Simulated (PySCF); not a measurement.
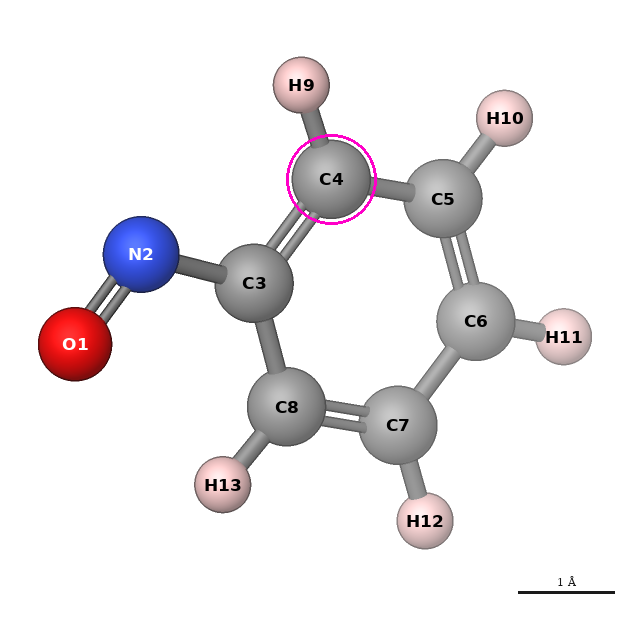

Orthographic view. Depth is shown by fading: the farther an atom, the more it takes the colour of the background. The geometry was computed by an optimisation with PBE0-D3(BJ)/def2-SVP. No frequency run is at hand to confirm it as a minimum.

> Which atoms are bonded to the circled atom?

The circled atom is C4; it is bonded to C3, C5, H9.

> Which atom is farthest from the viewer?

H11, 1.4 Å behind the mean position.

> What is the shortest path along bonds from the circled atom to H11?

C4–C5–C6–H11, 3 bonds; through space the two are 3.40 Å apart.

> Which two atoms are farthest apart in space?

O1 and H11, 5.95 Å.
